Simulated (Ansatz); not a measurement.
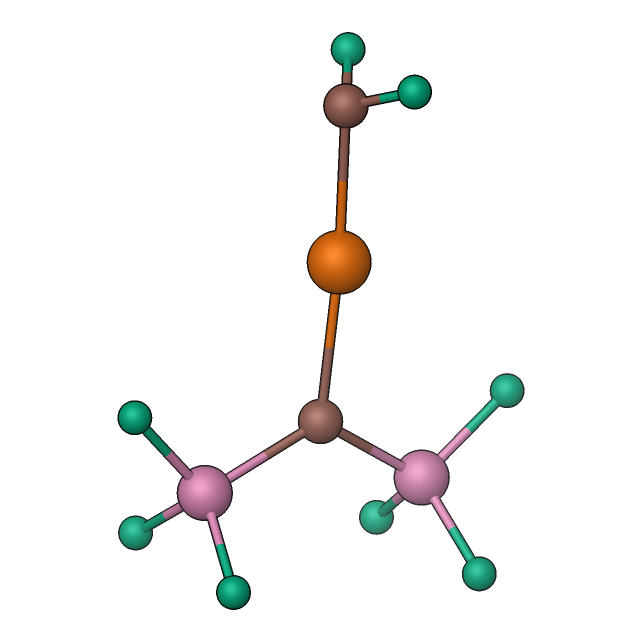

Ball-and-stick drawing of a structure. Colours: nitrogen brown, cadmium orange, silicon pink, hydrogen teal.

Description:

It has 13 atoms: 1 cadmium, 8 hydrogen, 2 nitrogen and 2 silicon (CdH₈N₂Si₂). As SMILES it reads `[NH2][Cd][N]([SiH3])[SiH3]`. Among its groups: Si–H bond, Si–N bond. Coordination: 1 N trigonal pyramidal; 1 Cd linear; 1 N trigonal planar; 2 Si tetrahedral.

More results for the same structure follow; atom numbers are the same in all pictures, views and colours differ. The geometry was computed by an optimisation with PBE0-D4/def2-TZVP.

## Dipole moment

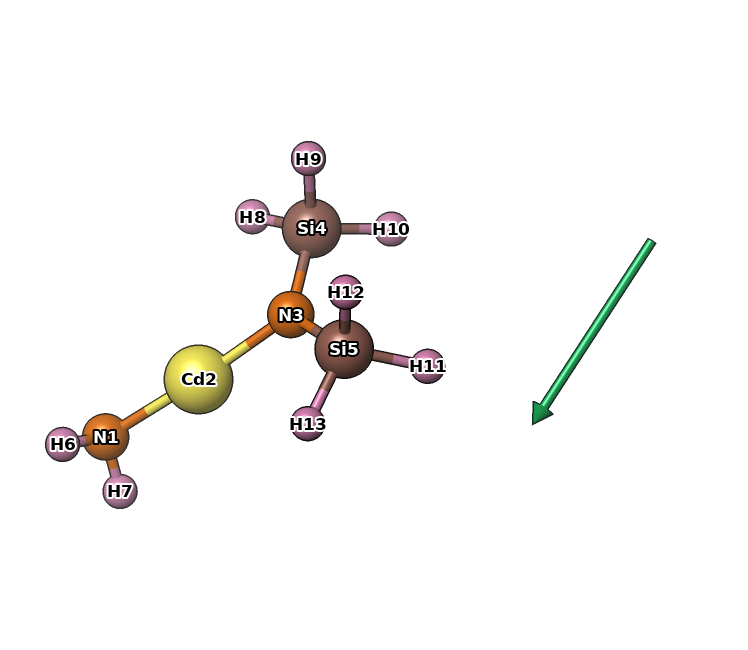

The arrow beside the molecule shows the direction of the dipole moment, from the negative to the positive end (its length means nothing). Level of theory: RKS ωB97M-V/def2-TZVPP, core potentials on Cd (Ansatz 0.2.0).

Estimate the dipole moment.

1.97 D; it points from the side of H9, H10 to the side of H6, H7 (the outermost atoms at the two ends).

## Electronic properties

Level of theory: RKS CAM-B3LYP-D4/def2-TZVPP, core potentials on Cd (Ansatz 0.2.0).

Estimate the dispersion correction.

−29.4 kJ/mol.

Give the HOMO energy (Kohn–Sham orbital) at this level.

−8.58 eV.

What is the HOMO–LUMO gap?

8.28 eV.

## Charges

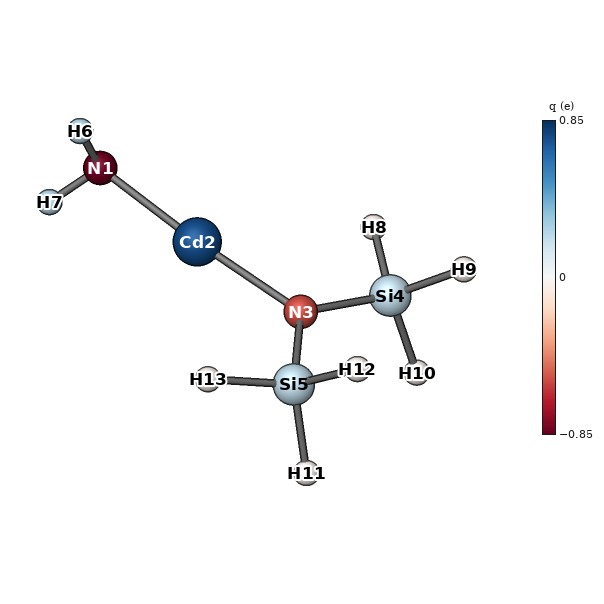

Atoms are coloured by their Mulliken charges. Method: RKS PBE0-D4/def2-TZVP, core potentials on Cd (Ansatz 0.2.0).

Which atom carries the highest charge (most positive or least negative)?

Cd2 (0.76 e).

And the lowest?

N1 (−0.83 e).

Give the Mulliken charges atom by atom.

```csv
atom,value (e)
N1,−0.83
Cd2,0.76
N3,−0.56
Si4,0.20
Si5,0.21
H6,0.24
H7,0.24
H8,−0.05
H9,−0.04
H10,−0.04
H11,−0.04
H12,−0.04
H13,−0.05
```

Mulliken values depend strongly on the basis set and can even reverse the polarity of a bond.
